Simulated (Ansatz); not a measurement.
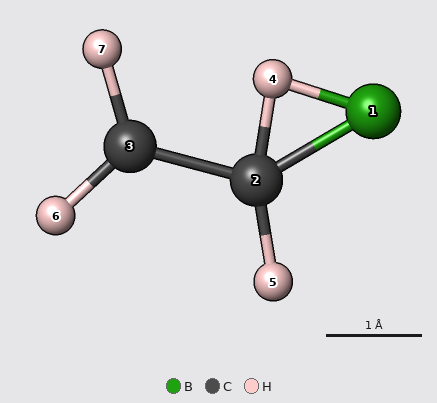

Figure 1. The input geometry (ball-and-stick view, seen on its broad side; atoms are numbered from 1 in the order of the input). Bond lengths as drawn: B–C 1.43 Å, B–H 1.12 Å, C–C 1.38 Å and C–H 1.07 to 1.09 Å.

## Geometry relaxation, with input and output: C₂H₄B (part 1 of 2)

C₂H₄B, multiplicity 2, computed with UKS PBE-D4/def2-SVP (Ansatz 0.2.0).

It belongs to a series of runs on one base structure; here: end point B relaxed. Figures and captions count atoms from 1; the log counts them from 0 in places.

Log:
```
The last accepted step is kept in [file] (removed where the run ends without a failure and the disk answers)
Engine: ansatz 0.2.0, x86_64-unknown-linux-gnu
Functional definition: PBE
  parameter kappa = 0.804
  parameter beta = 0.06672455060314922
  exchange = pbe_x(kappa = kappa, mu = beta*pi^2/3)
  correlation = pbe_c(beta = beta)
702 factors; their error is unknown
mean field evaluation 1: about -2788.2154 eV, gradient 4.4e1 eV
mean field evaluation 2: about -2734.4688 eV, gradient 1.0e2 eV
mean field evaluation 4: about -2796.0899 eV, gradient 2.5e1 eV
mean field evaluation 8: about -2800.3582 eV, gradient 1.1e0 eV
mean field evaluation 16: about -2800.4641 eV, gradient 1.8e-1 eV
mean field evaluation 32: about -2795.0179 eV, gradient 1.6e1 eV
mean field evaluation 64: about -2800.4661 eV, gradient 1.3e-3 eV
mean field evaluation 96: about -2800.4450 eV, gradient 1.3e0 eV
mean field evaluation 128: about -2800.4413 eV, gradient 1.5e0 eV
mean field -2800.46604556 eV, -102.9152289501 hartree, gradient 3.1e-6 eV, S^2 1.345967; 16 other end points of the search recorded, 0 dependent functions left out
the calculation of the forces begins
reference -2800.46607453 eV, -102.9152300150 hartree; 11, 10 occupied and 51, 52 virtual orbitals, 702 factors
relax step   1: F+E_penalty+E_count = -2800.55709882 eV  Δ(F+E_penalty+E_count) = +0.000e0 eV  max|allowed force component| = 6.028e0 eV/Å  Δτ_max = 0.0000 Å  (472 SCF iters, accepted)
these checks for a lower state are left out or cut short: starts, cluster_reference, orbital_swaps, neighbouring_geometries, increment
702 factors; their error is unknown
mean field -2801.50484603 eV, -102.9534041634 hartree, gradient 1.9e-5 eV, S^2 1.153206; 1 other end points of the search recorded, 0 dependent functions left out
[... from here on the field's lines of each further geometry are left out, up to the last ...]
relax step   2: F+E_penalty+E_count = -2801.59522434 eV  Δ(F+E_penalty+E_count) = -1.038e0 eV  max|allowed force component| = 3.684e0 eV/Å  Δτ_max = 0.0995 Å  (108 SCF iters, accepted)
relax step   3: F+E_penalty+E_count = -2802.61082895 eV  Δ(F+E_penalty+E_count) = -1.016e0 eV  max|allowed force component| = 3.328e0 eV/Å  Δτ_max = 0.1949 Å  (75 SCF iters, accepted)
relax step   4: F+E_penalty+E_count = -2803.79002823 eV  Δ(F+E_penalty+E_count) = -1.179e0 eV  max|allowed force component| = 3.527e0 eV/Å  Δτ_max = 0.1951 Å  (38 SCF iters, accepted)
relax step   5: F+E_penalty+E_count = -2804.91354304 eV  Δ(F+E_penalty+E_count) = -1.124e0 eV  max|allowed force component| = 2.540e0 eV/Å  Δτ_max = 0.1905 Å  (34 SCF iters, accepted)
relax step   6: F+E_penalty+E_count = -2805.58377348 eV  Δ(F+E_penalty+E_count) = -6.702e-1 eV  max|allowed force component| = 1.605e0 eV/Å  Δτ_max = 0.2000 Å  (32 SCF iters, accepted)
relax step   7: F+E_penalty+E_count = -2805.85544433 eV  Δ(F+E_penalty+E_count) = -2.717e-1 eV  max|allowed force component| = 5.630e-1 eV/Å  Δτ_max = 0.1997 Å  (33 SCF iters, accepted)
relax step   8: F+E_penalty+E_count = -2805.91715866 eV  Δ(F+E_penalty+E_count) = -6.171e-2 eV  max|allowed force component| = 3.562e-1 eV/Å  Δτ_max = 0.1780 Å  (34 SCF iters, accepted)
relax step   9: F+E_penalty+E_count = -2805.92759398 eV  Δ(F+E_penalty+E_count) = -1.044e-2 eV  max|allowed force component| = 4.734e-1 eV/Å  Δτ_max = 0.0910 Å  (37 SCF iters, accepted)
relax step  10: F+E_penalty+E_count = -2805.93888892 eV  Δ(F+E_penalty+E_count) = -1.129e-2 eV  max|allowed force component| = 9.272e-1 eV/Å  Δτ_max = 0.1145 Å  (34 SCF iters, accepted)
relax step  11: F+E_penalty+E_count = -2805.95916205 eV  Δ(F+E_penalty+E_count) = -2.027e-2 eV  max|allowed force component| = 3.324e-1 eV/Å  Δτ_max = 0.0671 Å  (33 SCF iters, accepted)
relax step  12: F+E_penalty+E_count = -2805.98610118 eV  Δ(F+E_penalty+E_count) = -2.694e-2 eV  max|allowed force component| = 6.181e-1 eV/Å  Δτ_max = 0.0833 Å  (39 SCF iters, accepted)
relax step  13: F+E_penalty+E_count = -2805.94584729 eV  Δ(F+E_penalty+E_count) = +4.025e-2 eV  max|allowed force component| = 6.500e-1 eV/Å  Δτ_max = 0.1973 Å  (38 SCF iters, rejected (line search))
relax step  14: F+E_penalty+E_count = -2806.00454346 eV  Δ(F+E_penalty+E_count) = -1.844e-2 eV  max|allowed force component| = 2.372e-1 eV/Å  Δτ_max = 0.0571 Å  (34 SCF iters, accepted)
relax step  15: F+E_penalty+E_count = -2806.00354970 eV  Δ(F+E_penalty+E_count) = +9.938e-4 eV  max|allowed force component| = 3.524e-1 eV/Å  Δτ_max = 0.0926 Å  (34 SCF iters, rejected (line search))
relax step  16: F+E_penalty+E_count = -2806.00960350 eV  Δ(F+E_penalty+E_count) = -5.060e-3 eV  max|allowed force component| = 5.496e-2 eV/Å  Δτ_max = 0.0422 Å  (35 SCF iters, accepted)
relax step  17: F+E_penalty+E_count = -2806.01040065 eV  Δ(F+E_penalty+E_count) = -7.971e-4 eV  max|allowed force component| = 8.961e-2 eV/Å  Δτ_max = 0.0500 Å  (35 SCF iters, accepted)
relax step  18: F+E_penalty+E_count = -2806.01116257 eV  Δ(F+E_penalty+E_count) = -7.619e-4 eV  max|allowed force component| = 5.650e-2 eV/Å  Δτ_max = 0.0062 Å  (29 SCF iters, accepted)
relax step  19: F+E_penalty+E_count = -2806.00888144 eV  Δ(F+E_penalty+E_count) = +2.281e-3 eV  max|allowed force component| = 1.500e-1 eV/Å  Δτ_max = 0.0189 Å  (34 SCF iters, rejected (line search))
relax step  20: F+E_penalty+E_count = -2806.01164268 eV  Δ(F+E_penalty+E_count) = -4.801e-4 eV  max|allowed force component| = 2.425e-2 eV/Å  Δτ_max = 0.0092 Å  (28 SCF iters, accepted)
relax step  21: F+E_penalty+E_count = -2806.01263404 eV  Δ(F+E_penalty+E_count) = -9.914e-4 eV  max|allowed force component| = 2.471e-2 eV/Å  Δτ_max = 0.0442 Å  (35 SCF iters, accepted)
relax step  22: F+E_penalty+E_count = -2806.01491444 eV  Δ(F+E_penalty+E_count) = -2.280e-3 eV  max|allowed force component| = 7.596e-2 eV/Å  Δτ_max = 0.0823 Å  (34 SCF iters, accepted)
relax step  23: F+E_penalty+E_count = -2806.01917747 eV  Δ(F+E_penalty+E_count) = -4.263e-3 eV  max|allowed force component| = 2.224e-1 eV/Å  Δτ_max = 0.1234 Å  (33 SCF iters, accepted)
relax step  24: F+E_penalty+E_count = -2806.02140781 eV  Δ(F+E_penalty+E_count) = -2.230e-3 eV  max|allowed force component| = 6.618e-1 eV/Å  Δτ_max = 0.1851 Å  (38 SCF iters, accepted)
relax step  25: F+E_penalty+E_count = -2806.03658647 eV  Δ(F+E_penalty+E_count) = -1.518e-2 eV  max|allowed force component| = 2.857e-1 eV/Å  Δτ_max = 0.0175 Å  (35 SCF iters, accepted)
relax step  26: F+E_penalty+E_count = -2806.05039572 eV  Δ(F+E_penalty+E_count) = -1.381e-2 eV  max|allowed force component| = 7.618e-1 eV/Å  Δτ_max = 0.2000 Å  (36 SCF iters, accepted)
relax step  27: F+E_penalty+E_count = -2806.05543621 eV  Δ(F+E_penalty+E_count) = -5.040e-3 eV  max|allowed force component| = 2.108e-1 eV/Å  Δτ_max = 0.0725 Å  (33 SCF iters, accepted)
relax step  28: F+E_penalty+E_count = -2806.05190098 eV  Δ(F+E_penalty+E_count) = +3.535e-3 eV  max|allowed force component| = 3.017e-1 eV/Å  Δτ_max = 0.0531 Å  (33 SCF iters, rejected (line search))
relax step  29: F+E_penalty+E_count = -2806.06117304 eV  Δ(F+E_penalty+E_count) = -5.737e-3 eV  max|allowed force component| = 5.810e-2 eV/Å  Δτ_max = 0.0259 Å  (36 SCF iters, accepted)
relax step  30: F+E_penalty+E_count = -2806.06176369 eV  Δ(F+E_penalty+E_count) = -5.907e-4 eV  max|allowed force component| = 3.638e-2 eV/Å  Δτ_max = 0.0255 Å  (35 SCF iters, accepted)
relax step  31: F+E_penalty+E_count = -2806.06185107 eV  Δ(F+E_penalty+E_count) = -8.738e-5 eV  max|allowed force component| = 4.446e-2 eV/Å  Δτ_max = 0.0200 Å  (35 SCF iters, accepted)
the calculation of the forces begins
reference -2805.96997621 eV, -103.1174946709 hartree; 11, 10 occupied and 51, 52 virtual orbitals, 702 factors
relax step  32: F+E_penalty+E_count = -2806.06201232 eV  Δ(F+E_penalty+E_count) = -1.613e-4 eV  max|allowed force component| = 1.779e-2 eV/Å  Δτ_max = 0.0035 Å  (29 SCF iters, accepted)
702 factors; their error is unknown
mean field evaluation 384: about -2805.9699 eV, gradient 1.1e-5 eV
```

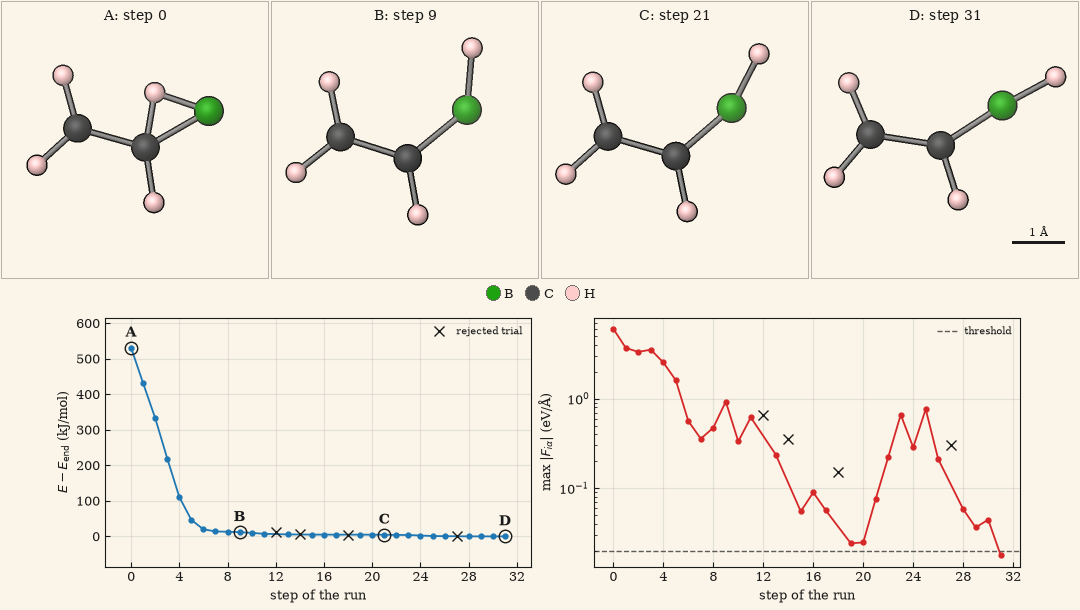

Figure 2. Frames of the relaxation (ball-and-stick view, seen at a tilt) above the curves, on which the letters mark them (the first geometry is step 0 here and step 1 in the log).

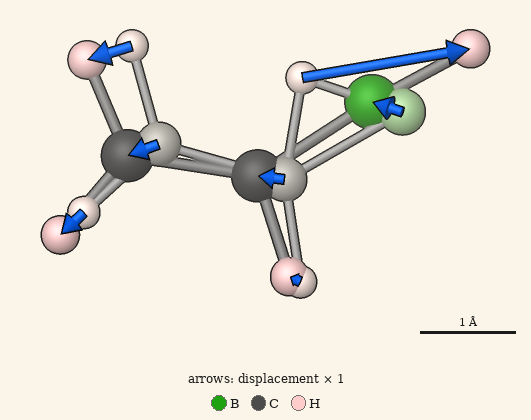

Figure 3. Start (faint) and end (solid) with the displacements as blue arrows, at true length (ball-and-stick view, seen at a tilt). The two geometries are laid on each other by the best rigid fit. The atom that moves furthest after the best rigid fit is H4 (1.80 Å). Largest moves by element: H 1.80 Å, C 0.35 Å, B 0.35 Å. Distances before and after: C2–H4 1.090 → 2.611 Å, B1–H4 1.116 → 1.197 Å, C2–H5 1.093 → 1.120 Å, C3–H6 1.074 → 1.099 Å. Bonds break: C2–H4 (1.09 → 2.61 Å). Among the angles that change: C2–B1–H4 48.8° → 161.7°, B1–C2–H5 111.4° → 105.8°, B1–C2–C3 134.3° → 137.9°. After 31 geometry steps the energy has fallen by 531.1 kJ/mol. Largest force component: 6 eV/Å at the start, 0.018 eV/Å at the end. The line search rejected the trial steps at points 12, 14, 18, 27 (counted from 0) and went back. (Atoms are counted from 1 in the order of the input.)

```
mean field -2805.96994654 eV, -103.1174935806 hartree, gradient 1.1e-5 eV, S^2 0.765166; 2 other end points of the search recorded, 0 dependent functions left out
the calculation of the forces begins
reference -2805.96997621 eV, -103.1174946709 hartree; 11, 10 occupied and 51, 52 virtual orbitals, 702 factors
Total energy: -2806.06204199 eV, -103.1208780260 hartree
Atom 0 at    -0.979562    -0.591778    -0.490905 Å, force     0.012848     0.011844     0.001822 eV/Å
Atom 1 at     0.127765     0.230045    -0.052590 Å, force    -0.017793    -0.009206    -0.012700 eV/Å
Atom 2 at     1.235766     0.108245     0.772540 Å, force     0.013577     0.001883     0.012360 eV/Å
Atom 3 at    -2.087219    -1.020408    -0.642827 Å, force    -0.008896    -0.005634    -0.001530 eV/Å
Atom 4 at     0.028495     1.197140    -0.608962 Å, force    -0.002616     0.002302    -0.000067 eV/Å
Atom 5 at     1.962573     0.926211     0.877408 Å, force     0.004148     0.001677    -0.001596 eV/Å
Atom 6 at     1.422383    -0.810265     1.348506 Å, force    -0.001268    -0.002865     0.001711 eV/Å
Dipole moment:    -0.102461     0.042987    -0.026827 e Å
```

Trajectory as extended XYZ (Å, eV, eV/Å), 30 of the 32 frames kept, from step=1 to step=32:
```
7
Properties=species:S:1:pos:R:3:forces:R:3 step=1 energy=-2800.55710
B    -1.2594   -0.2915   -0.7366   -6.0280  -0.6115  -3.9538
C    -0.0644    0.3028   -0.2219    5.5881   4.8736   0.6962
C     0.8912   -0.0917    0.6877    0.2681   0.7883  -0.2161
H    -0.5233   -0.6563    0.0183   -0.7726  -5.9882   3.2061
H     0.1134    1.2875   -0.6629    0.2705   1.2695  -0.4196
H     1.7317    0.5304    0.9332    0.7369   0.6292   0.2449
H     0.8210   -1.0420    1.1854   -0.0630  -0.9609   0.4422
7
Properties=species:S:1:pos:R:3:forces:R:3 step=2 energy=-2801.59522
B    -1.3326   -0.2811   -0.7745   -2.3180  -0.2761  -1.5505
C    -0.0353    0.2972   -0.2428    3.6001   3.1658   0.3736
C     0.9124   -0.0828    0.6925   -0.1871   0.5108  -0.5374
H    -0.5871   -0.7298    0.0392   -1.3752  -3.6839   1.5997
H     0.1505    1.3217   -0.6620    0.1058   0.4035  -0.0823
H     1.7501    0.5703    0.9573    0.1762   0.1557   0.0615
H     0.8521   -1.0564    1.1934   -0.0018  -0.2757   0.1354
7
Properties=species:S:1:pos:R:3:forces:R:3 step=3 energy=-2802.61083
B    -1.3667   -0.2723   -0.8215    2.2530  -0.7660   1.7790
C     0.0211    0.3172   -0.2630    0.8617   3.3276  -1.5334
C     0.9442   -0.0642    0.6756   -0.8606  -0.1393  -0.6014
H    -0.7179   -0.8625    0.0961   -3.0938  -2.7260   0.0962
H     0.1981    1.3602   -0.6361    0.4528   0.3297   0.1024
H     1.7556    0.6004    0.9700    0.3561   0.2227   0.0911
H     0.8758   -1.0396    1.1820    0.0307  -0.2487   0.0660
7
Properties=species:S:1:pos:R:3:forces:R:3 step=4 energy=-2803.79003
B    -1.3216   -0.2802   -0.8136    3.5272  -0.9132   3.0532
C     0.0624    0.3806   -0.2859   -0.8769   2.2339  -1.8756
C     0.9495   -0.0387    0.6515   -0.6127  -0.8030   0.0755
H    -0.8457   -1.0024    0.1424   -3.0562  -1.8909  -0.7924
H     0.2323    1.4012   -0.6264    0.6964   0.9174  -0.2469
H     1.7670    0.6117    0.9719    0.3150   0.1503   0.0863
H     0.8664   -1.0331    1.1633    0.0071   0.3056  -0.2999
7
Properties=species:S:1:pos:R:3:forces:R:3 step=5 energy=-2804.91354
B    -1.2352   -0.2970   -0.7578    2.4648  -0.8776   2.5397
C     0.0835    0.4509   -0.2991   -1.1412   0.7660  -1.1600
C     0.9391   -0.0230    0.6333    0.1049  -0.1139   0.3201
H    -0.9701   -1.1453    0.1630   -2.0187  -0.8129  -1.0987
H     0.2683    1.4577   -0.6434    0.5539   0.9703  -0.3790
H     1.7763    0.6071    0.9738    0.1775  -0.0290   0.0267
H     0.8484   -1.0111    1.1333   -0.1413   0.0971  -0.2488
7
Properties=species:S:1:pos:R:3:forces:R:3 step=6 energy=-2805.58377
B    -1.1801   -0.3240   -0.6750    1.5618  -0.5380   1.6051
C     0.0865    0.5207   -0.2826   -0.8998   0.0738  -0.5895
C     0.9387    0.0149    0.6409    0.3343   0.1637   0.1761
H    -1.0762   -1.3079    0.1149   -1.0457   0.0184  -0.9020
H     0.3081    1.5171   -0.6807    0.1614   0.3102  -0.1747
H     1.8301    0.5895    0.9611    0.0086  -0.0811   0.0117
H     0.8030   -0.9710    1.1246   -0.1206   0.0531  -0.1267
7
Properties=species:S:1:pos:R:3:forces:R:3 step=7 energy=-2805.85544
B    -1.1335   -0.3419   -0.6123    0.4984  -0.2800   0.5630
C     0.0927    0.5409   -0.2688   -0.2790  -0.2977   0.0402
C     0.9651    0.0450    0.6495    0.2154   0.1636   0.0621
H    -1.2303   -1.4020    0.0297   -0.3107   0.2557  -0.4313
H     0.3131    1.5312   -0.6975   -0.0277   0.0862  -0.1025
H     1.8683    0.6022    0.9606    0.0565   0.0373  -0.0143
H     0.8347   -0.9362    1.1421   -0.1529   0.0349  -0.1172
```
